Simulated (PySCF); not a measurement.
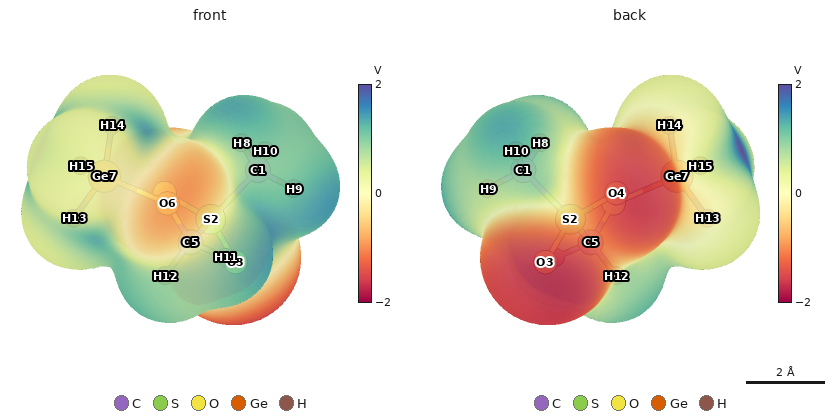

*C$_{2}$H$_{8}$GeO$_{3}$S (SMILES CS(=O)(=O)C[O][GeH3]). The electrostatic potential painted on the density surface at 0.002 e/bohr³, seen from the front and from behind; the colour scale runs from red (negative) to blue (positive).*

Geometry: PBE0-D3(BJ)/def2-SVP.

Level of theory: wB97X-D/def2-SVPD, SCF density, gas phase (PySCF 2.14.0).

Input

```
{"job": {"kind": "uv", "xc": "wB97X-D", "basis": "def2-SVPD", "ip": true}, "charge": 0, "multiplicity": 1}
C     -1.867124     0.973833    -0.082323
S     -1.114142    -0.571037     0.387875
O     -2.118566    -1.628182     0.339928
O     -0.341239    -0.322264     1.612443
C      0.129269    -0.881232    -0.902779
O      1.084022     0.093698    -0.919709
Ge     2.299439     0.295195     0.419279
H     -1.073063     1.707806    -0.268503
H     -2.492835     0.812990    -0.968818
H     -2.479924     1.272812     0.778444
H     -0.407553    -0.933977    -1.864891
H      0.484667    -1.897749    -0.637013
H      2.487799    -1.071036     1.091150
H      1.840515     1.406066     1.367465
H      3.553434     0.726481    -0.360566
```

Launched as:

```sh
OMP_NUM_THREADS=1 python probes_run.py task.json out
```

Where is the surface potential most negative and most positive?

Answer. The most negative region (about −1.7 V) lies over O3, the most positive (about +1.9 V) over Ge7. O3 is the likeliest acceptor of a hydrogen bond.
